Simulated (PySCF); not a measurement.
# ClF₇: structure of the singlet

The task is one start of a wider search on ClF₇: the singlet, from a capped trigonal prismatic start. It is relaxed, tested by its Hessian and followed downhill if it is a saddle.

Program: PySCF 2.14.0. Level of theory: PBE0, basis Cl def2-SVP, F def2-SVP, no relativity, density fitting. These are calculated values, not measurements.

## 1. Starting geometry

8 atoms, charge 0, spin multiplicity 1.

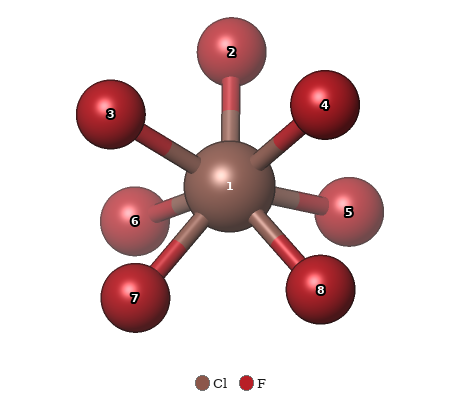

As it starts; chlorine brown, fluorine red; atoms are numbered from 1 in the order of the file.

```xyz
8
charge 0 multiplicity 1
Cl    0.0000    0.0000   -0.0179
F     0.0000    0.0000    1.6121
F     1.1351    1.1351    0.2651
F    -1.1351    1.1351    0.2651
F    -1.1351   -1.1351    0.2651
F     1.1351   -1.1351    0.2651
F     0.9810    0.0000   -1.3197
F    -0.9810    0.0000   -1.3197
```

## 2. Capped trigonal prismatic start, singlet: relaxation

One driver script runs all steps and calls PySCF; scf.py shows how it sets up the SCF of each step. The optimiser is the driver's own. Before each start the driver seeks the lowest SCF state from one or more starting densities and follows internal instabilities, so scf.py alone need not reach the same state.

The program finds C2v symmetry in the start, which this walk keeps.

scf.py

```python
from pyscf import gto, scf, dft
mol = gto.M(atom='''
Cl     0.000000     0.000000    -0.017917
F     -0.000000    -0.000000     1.612083
F      1.135100     1.135100     0.265083
F     -1.135100     1.135100     0.265083
F     -1.135100    -1.135100     0.265083
F      1.135100    -1.135100     0.265083
F      0.981000    -0.000000    -1.319717
F     -0.981000     0.000000    -1.319717''',
    basis={'Cl': 'def2-SVP', 'F': 'def2-SVP'},
    charge=0, spin=0)
mf = dft.RKS(mol, xc='PBE0')
mf.grids.atom_grid = (50, 194)
aux = {'Cl': 'def2-universal-JKFIT', 'F': 'def2-universal-JKFIT'}
mf = mf.density_fit(auxbasis=aux)
mf.kernel()
```

Further steps of the session: Hessian and properties; Downhill along the imaginary mode; Is it a minimum? Harmonic modes.

Before running it: what results should come out? Wanted: minimum; geometry; wavenumbers; dipole moment; highest occupied, lowest empty level; polar-tensor charge of Cl1; zero-point energy; atomisation energy.

**Answer**, as computed:

```
                                 quantity                                                                                                                        value
                                  minimum                                                                                                                 singlet, D5h
                                 geometry               Cl–F 1.594 Å (×2), Cl–F 1.767 Å (×5); F–Cl–F 72.0° (×5), F–Cl–F 90.0° (×10), F–Cl–F 144.0° (×5), F–Cl–F 180.0°
                       wavenumbers (cm⁻¹)  126 (e2''), 322 (e1'), 390 (e2'), 404 (e1''), 459 (a2''), 529 (a1'), 560 (e1'), 634 (a1'), 636 (e1'), 669 (e2'), 927 (a2'')
                            dipole moment                                                                                                                       0.00 D
     highest occupied, lowest empty level                                                                                                             -10.57, -7.58 eV
               polar-tensor charge of Cl1                                                                                                                      +3.06 e
                        zero-point energy                                                                                                                  52.4 kJ/mol
                      entropy at 298.15 K                                                                                                              342.3 J/(mol K)
atomisation energy (no zero-point energy)                                                                                                                   452 kJ/mol
```

The capped trigonal prismatic start (C2v) ends in a minimum of D5h symmetry. In the infrared the band at 636 cm⁻¹ (e1', mixed) leads. Cl1 has a polar-tensor charge of +3.1 e (a dipole derivative, not a static charge), yet symmetry cancels the bond dipoles. Other starts or spin states, not run here, may lie lower.
